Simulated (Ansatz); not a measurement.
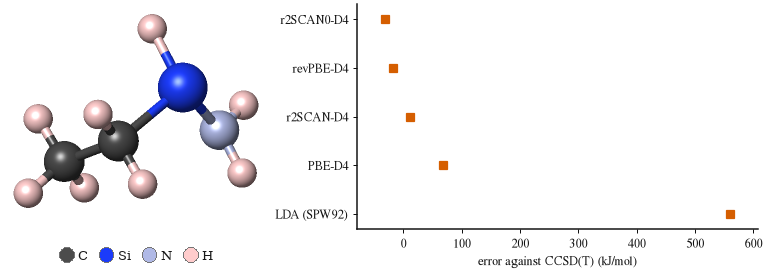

Error in the electronic atomisation energy (method less reference, so positive means overbinding) of C₂H₈NSi, SMILES CC[SiH]N, doublet: functionals in def2-TZVPP against frozen-core CCSD(T) at the limit (MP2 extrapolated from triple and quadruple zeta, plus CCSD(T) less MP2 in a smaller set), which gives 4263.7 kJ/mol, at a PBE0-D4/def2-TZVP geometry (a minimum by its frequencies), no zero-point or spin-orbit term, the Ansatz code 0.2.0. The reference leaves out core correlation, a term that grows with the number of heavy atoms.

Question: Which of these levels overbind, and which underbind?

Answer: Overbind: PBE-D4 and LDA (SPW92). Underbind: r2SCAN0-D4. Within 20 kJ/mol of zero, too close to call in view of what the reference leaves out: revPBE-D4 and r2SCAN-D4.

Question: What range do the values span?

Answer: From −32.1 kJ/mol (r2SCAN0-D4) to 560.6 kJ/mol (LDA (SPW92)).

Caveats, for all or some of the runs: one conformer of a flexible molecule.
